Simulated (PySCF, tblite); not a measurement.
**C8H5O radical: geometry, infrared bands and EPR parameters**

Aim: predict the infrared bands and EPR parameters of C8H5O radical (`C#Cc1ccc([O])cc1`).

The runs use tblite 0.8.0 and PySCF 2.14.0, with density-fitted response routines of our own; the level of theory stands in each step. All values are computed, except where a source is named. Atoms are numbered from 0 throughout.

## Step 1: The starting structure

14 atoms, charge 0, multiplicity 2; geometry from: force field or distance geometry start.

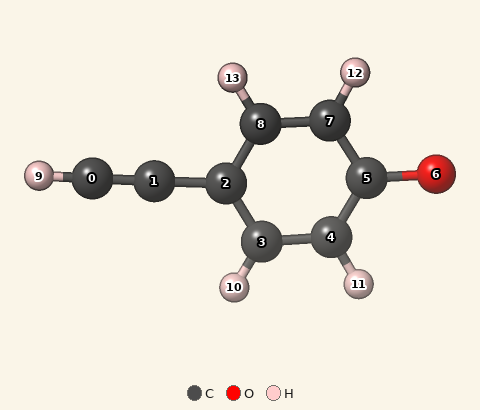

The starting geometry (carbon dark grey, oxygen red, hydrogen pink), atoms numbered; sticks join atoms by distance.

## Step 2: Geometry optimisation with GFN2-xTB

What the job is given:

```
{"job": {"kind": "relax", "xc": "GFN2-xTB", "basis": "xTB"}, "charge": 0, "multiplicity": 2}
C      3.351900    -0.064500    -0.442700
C      2.134300     0.005800    -0.273200
C      0.726000     0.061800    -0.071400
C      0.054400     1.229500     0.232000
C     -1.314800     1.151000     0.403200
C     -2.046000    -0.006400     0.249100
O     -3.418800    -0.065800     0.405600
C     -1.353100    -1.155900    -0.061400
C      0.010300    -1.107600    -0.221900
H      4.400200    -0.132500    -0.583000
H      0.624000     2.126400     0.351200
H     -1.826000     2.090700     0.650400
H     -1.879400    -2.103400    -0.182600
H      0.536400    -2.029500    -0.477500
```

The run is started by

```bash
$ OMP_NUM_THREADS=1 python probes_run.py task.json out
```

The driver reads the jobs from task.json and runs them one after another.

**Question.** This job is followed by: GFN2-xTB harmonic vibrations, gas phase; UKS B3LYP, pcH-1 on C H O, non-relativistic, mean-field spin-orbit, GIAO. What will the session give for the following? strongest single infrared mode (GFN2-xTB); zero-point energy (GFN2-xTB); g(iso) (B3LYP); ⟨S²⟩; largest a(iso) (averaged by class); potential on the surface of density 0.002 e/bohr³, 1st and 99th percentile.

As calculated:

| quantity | value |
| --- | --- |
| strongest single infrared mode (GFN2-xTB) | 1585 cm⁻¹, 156 km/mol |
| zero-point energy (GFN2-xTB) | 61.0 kcal/mol |
| g(iso) (B3LYP) | 2.00543 |
| ⟨S²⟩ | 0.788 (exact 0.75) |
| largest a(iso) (averaged by class) | 13C on C2, 36.1 MHz |
| potential on the surface of density 0.002 e/bohr³, 1st and 99th percentile | -1.76 V and 1.77 V |

**Reading.** Relaxing lowered the energy by 0.732 eV in 29 steps; the close pair that moved most is C5–O6, from 1.383 to 1.234 Å. All 36 modes are real, so the xTB geometry is a minimum. The strongest single mode, at 1585 cm⁻¹, is spread over several atoms, C5, O6, C8, C3 among them. Unscaled tight-binding wavenumbers are off by several per cent, some by more. Its intensities can rank the bands wrongly. The largest spin populations lie on C2 (0.37 e), O6 (0.36 e), C4 (0.28 e), C7 (0.28 e), C0 (0.26 e). The isotropic g lies 3.1 ppt above the free-electron value. The conformer search found further structures of the same energy, which may be mirror or relabelled copies of this one.
